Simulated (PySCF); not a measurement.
Cl4Zr, SMILES `Cl[Zr](Cl)(Cl)Cl`.

Computed with PySCF, r2SCAN/def2-TZVP, geometry: GFN2-xTB. Core potentials replace the inner electrons of Zr; spin–orbit coupling isn't included. This is a single-reference result, which may miss multireference character in this system. No frequency check shows the geometry to be a minimum. GFN2-xTB bond lengths at metals and heavier atoms can be off by up to 0.1 Å and shapes distorted, which carries into these values.

Geometry (Å), atoms numbered from 1:

```
Cl1     -1.2732    1.2996   -1.3254
Zr2     -0.0008    0.0001   -0.0004
Cl3      1.2741    1.2993    1.3262
Cl4      1.3275   -1.2994   -1.2725
Cl5     -1.3265   -1.2998    1.2725
```

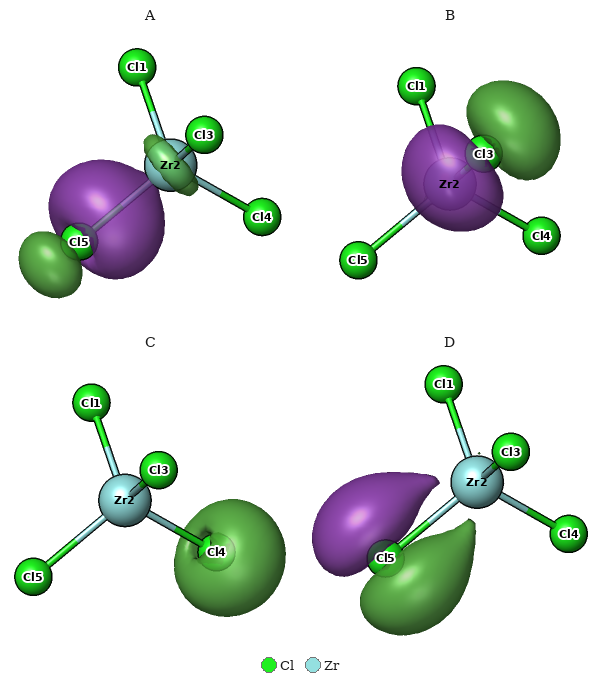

Pipek–Mezey orbitals, occupied; each surface holds about 85 % of the orbital's density. Energies are diagonal elements of the Fock matrix.

What does each orbital represent in a Lewis picture?

Answer. By panel:
- A: pair mostly on Cl5, shared in part with Zr2 (Cl5 86 %, Zr2 13 %; −14.3 eV)
- B: lone pair on Cl3 (p-type) (Cl3 96 %, Zr2 4 %; −9.6 eV)
- C: lone pair on Cl4 (s-type) (Cl4 99 %; −18.2 eV)
- D: lone pair on Cl5 (p-type) (Cl5 97 %; −9.3 eV)

Which has the smallest and which the largest spatial spread?

Answer. Smallest: C (0.89 Å); largest: D (1.18 Å).
